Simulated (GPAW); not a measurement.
## MgS (Fm-3m): ε∞ against the local-field cutoff

The size of the dielectric matrix of MgS (Fm-3m) is raised step by step, on the same bands.

It takes space group Fm-3m (No. 225, cubic). Conventional cell: a = 5.203 Å, b = 5.203 Å, c = 5.203 Å, α = 90.00°, β = 90.00°, γ = 90.00°. S on site b has 6 Mg at 2.60 Å as nearest neighbours. Mg on site a is surrounded by 6 S at 2.60 Å.

Method: GPAW 26.7.0, PBE, RPA, k-mesh 12×12×12, Lorentzian half width 0.15 eV.

Launch of the response step: `OMP_NUM_THREADS=1 python df.py`. The series took 1.7 min in all, its band step included, on 1 thread of Arm Neoverse V1 (shared host).

```tsv
cutoff (eV)	time of the step (s)	ε∞
40	8	5.0438
60	8	5.0227
100	9	4.9795
150	18	?
```

The number of plane waves grows as cutoff^(3/2); a common extrapolation takes the result as linear in its inverse.

Working, on the rows shown:

| x = cutoff^(−3/2) (eV^−3/2) | y = ε∞ |
| --- | --- |
| 0.00395285 | 5.0438 |
| 0.00215166 | 5.0227 |
| 0.001 | 4.9795 |

Means: x̄ = 0.0023682, ȳ = 5.0153. Σ(x − x̄)(y − ȳ) = 9.254e-05, Σ(x − x̄)² = 4.430e-06. Slope = 9.254e-05 / 4.430e-06 = 20.89; intercept = ȳ − slope · x̄ = 4.9659. The line misses the rows shown by at most 0.012.

Problem. Fill in the last column of the withheld row.

Solution. At x = 0.00054433 the line gives y = 4.9772. The run gave 4.9737, so the extrapolation is off by 0.0035, 5 % of the range in the table. The law describes these rows poorly: it misses even the rows shown by over a tenth of the range.

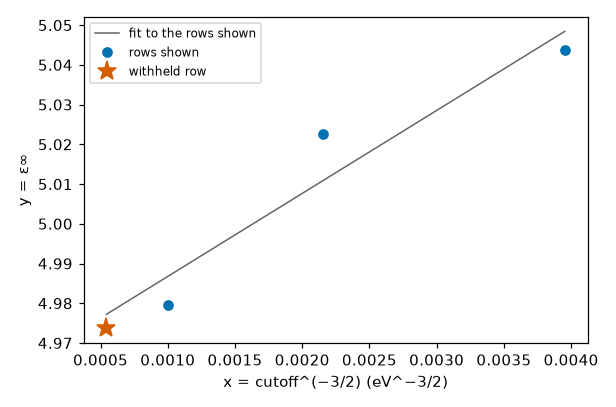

Refitted with all rows, the slope is 21.59 and the intercept 4.9636. The line reaches 4.964 at infinite cutoff, 0.2 % from the last run, while the last two runs differ by 0.12 %. ε∞ moves in steps as shells of reciprocal vectors enter, so the limit is good only to about the larger of these. Excitons are left out; PBE gaps are as a rule too small. The values come from a sum over the points of one k-mesh and carry its error, which grows as the direct gap shrinks.

[Logs are printed without paths, hosts, clocks, repeated set-up lines and the standing remarks that a program may print on its own settings, such as how far it seeks lower states.]
